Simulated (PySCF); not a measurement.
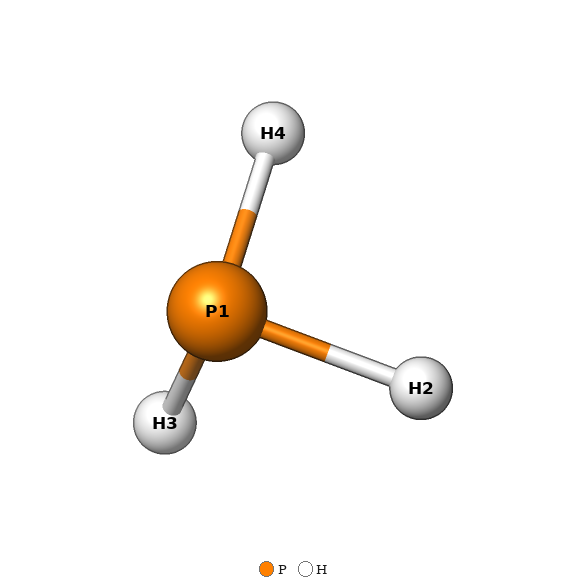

Computed geometry: PBE0-D3(BJ)/def2-SVP optimisation. No frequency run is at hand to confirm it as a minimum. Method: GIAO ωB97X-D/pcSseg-1 NMR shielding, non-relativistic, gas phase (PySCF 2.14.0), and the same with a continuum solvent (IEF-PCM, Bondi radii x 1.2, gas-phase geometry).

How do dipole (D), HOMO–LUMO gap (eV), σ(P1) (ppm), σ(H2) (ppm) change in chloroform (ε = 4.7)?

```tsv
medium	dipole (D)	HOMO–LUMO gap (eV)	σ(P1) (ppm)	σ(H2) (ppm)
gas phase	0.97	12.48	577.4	29.31
chloroform	1.18	12.58	580.1	29.16
```
